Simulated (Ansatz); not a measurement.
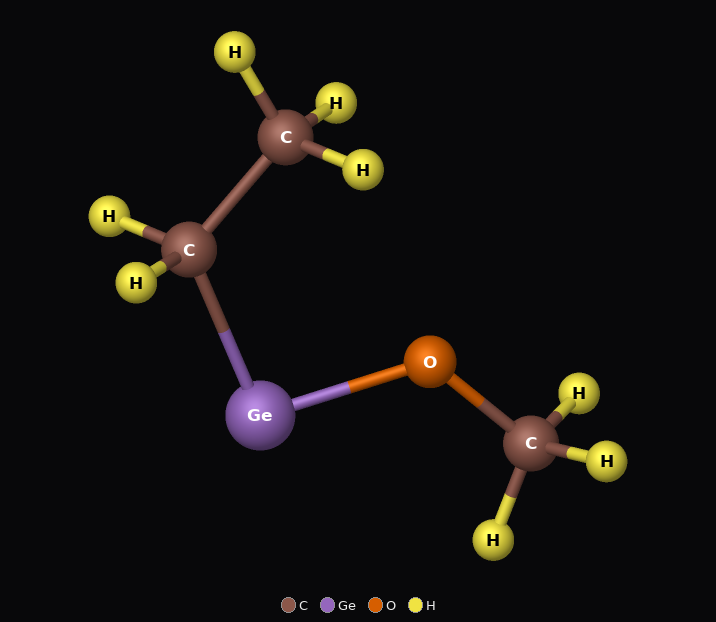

Harmonic vibrations computed with RKS PBE0-D4/def2-TZVP (Ansatz 0.2.0) at a stationary point of the same level.

**How many imaginary frequencies does it have?**

A minimum: no imaginary frequency, and the lowest mode lies at 32 cm⁻¹.

**List the wavenumbers.**

33 modes: 32, 127, 127, 153, 204, 251, 337, 518, 568, 620, 921, 963, 1056, 1122, 1179, 1200, 1231, 1246, 1406, 1429, 1471, 1484, 1485, 1491, 1498, 3000, 3005, 3038, 3044, 3071, 3089, 3112, 3131 cm⁻¹.
